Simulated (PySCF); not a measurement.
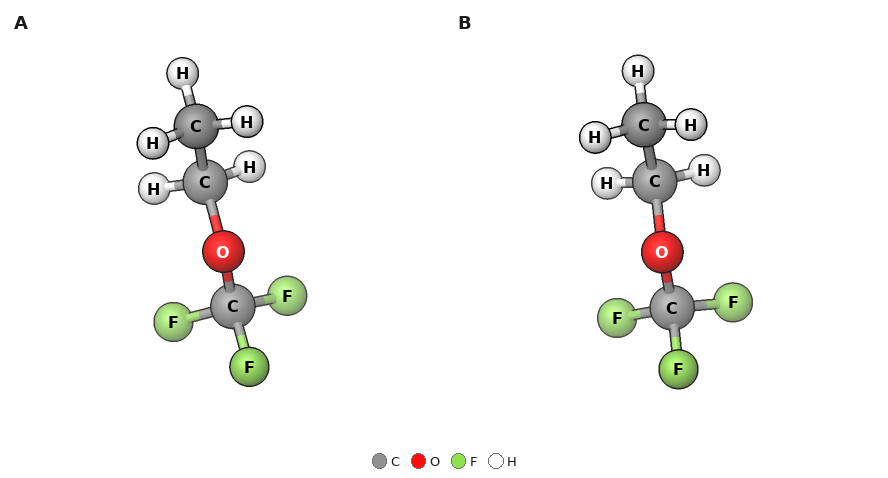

Atoms fade into the background with distance from the viewer. The computed structure is the end point of a GFN2-xTB optimisation. No frequency run is at hand to confirm it as a minimum.

How are A and B related: the same structure turned, mirror images, conformers, diastereomers or constitutional isomers?

They are the same structure, C3H5F3O (CCOC(F)(F)F), seen from two directions. With point group Cs it is achiral, so its mirror image would be the same too.
